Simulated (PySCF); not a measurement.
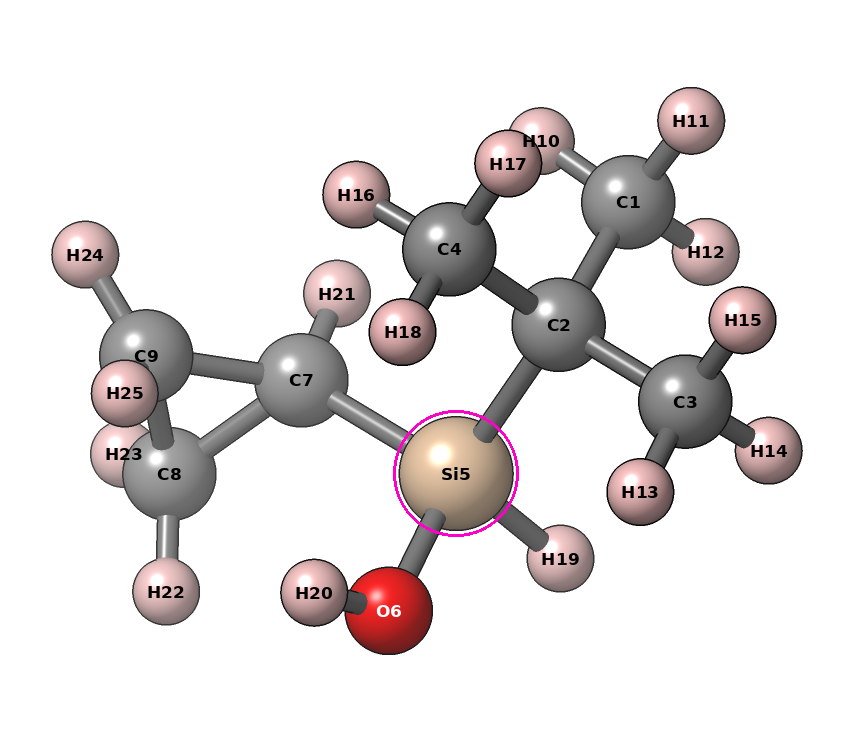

Distant atoms are faded towards the background colour. Circles mark the stereogenic atoms. The computed structure is the end point of a GFN2-xTB optimisation. No frequency run is at hand to confirm it as a minimum.

**Assign CIP descriptors.**

Si5: S (priorities O6 > C2 > C7 > H19).
